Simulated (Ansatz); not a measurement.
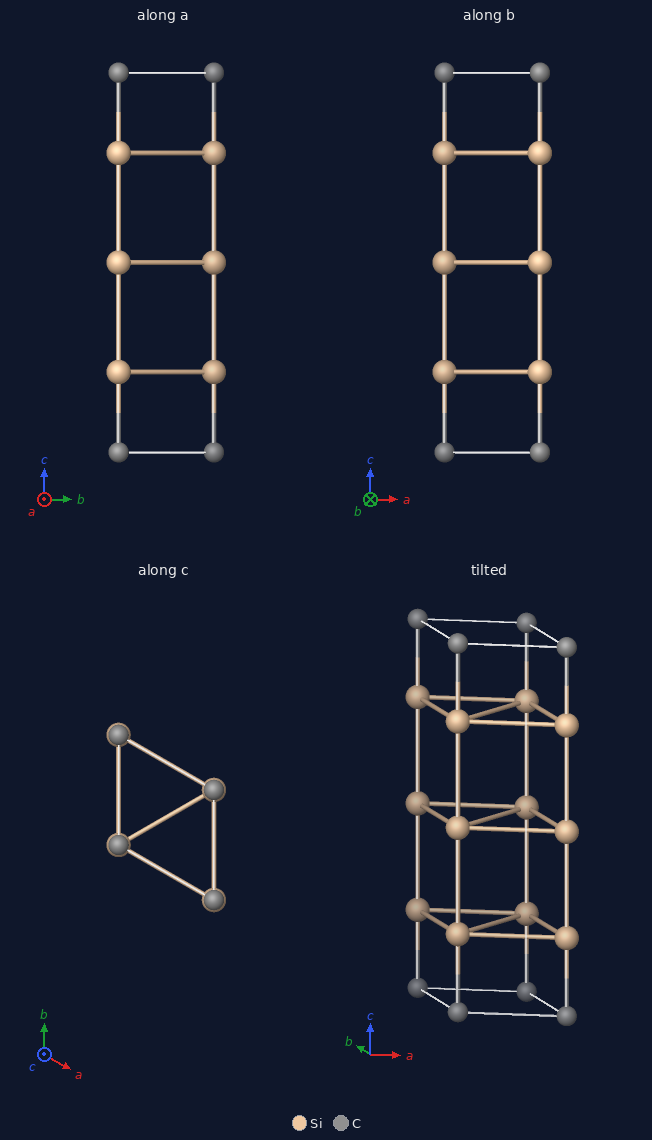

Ball-and-stick drawing of the structure, looking along the a axis, along the b axis, along the c axis and slightly off an axis. The wireframe shows the conventional unit cell.

Lattice parameters: a = 2.5812 Å, b = 2.5812 Å, c = 8.9006 Å, α = 90.000°, β = 90.000°, γ = 120.000°.

Question: Reconstruct the structure as a CIF with its space group and independent sites, with free fractional coordinates to two decimals.

Answer:
```cif
data_structure
_symmetry_space_group_name_H-M 'P 6/m m m'
_symmetry_Int_Tables_number 191
_cell_length_a 2.5812
_cell_length_b 2.5812
_cell_length_c 8.9006
_cell_angle_alpha 90.000
_cell_angle_beta 90.000
_cell_angle_gamma 120.000
_cell_volume 51.36
loop_
_atom_site_label
_atom_site_type_symbol
_atom_site_symmetry_multiplicity
_atom_site_Wyckoff_symbol
_atom_site_fract_x
_atom_site_fract_y
_atom_site_fract_z
_atom_site_occupancy
Si1 Si 2 e 0.00 0.00 0.79 1
Si2 Si 1 b 0.00 0.00 0.50 1
C1 C 1 a 0.00 0.00 0.00 1
```

The structure comes from a structure type filled with these elements by a generator (whether the compound takes this form wasn't checked). Earlier steps of the study may have refined or changed the cell and positions. It went into a calculation with Ansatz.
